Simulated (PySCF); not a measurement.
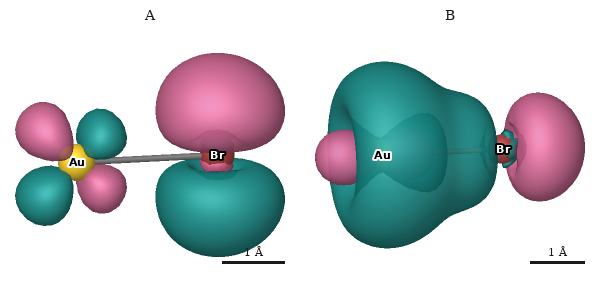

Figure 1: AuBr. Two frontier orbitals, each drawn at the value that holds 80 % of its norm (teal and pink are the two phases), in no order; of a degenerate pair one member is drawn.

Core potentials replace the inner electrons of Au.

All numbers below come from PySCF, PBE0/def2-TZVPP, non-relativistic Hamiltonian with scalar-relativistic core potentials where named, at a bond length of 2.357 Å.

**Label each orbital by symmetry, say whether it is occupied, and order them by energy.**

Orbital B: σ, occupied, −8.36 eV; mainly on Au (75 %).
Orbital A: π, occupied, −7.68 eV; mainly on Br (80 %).
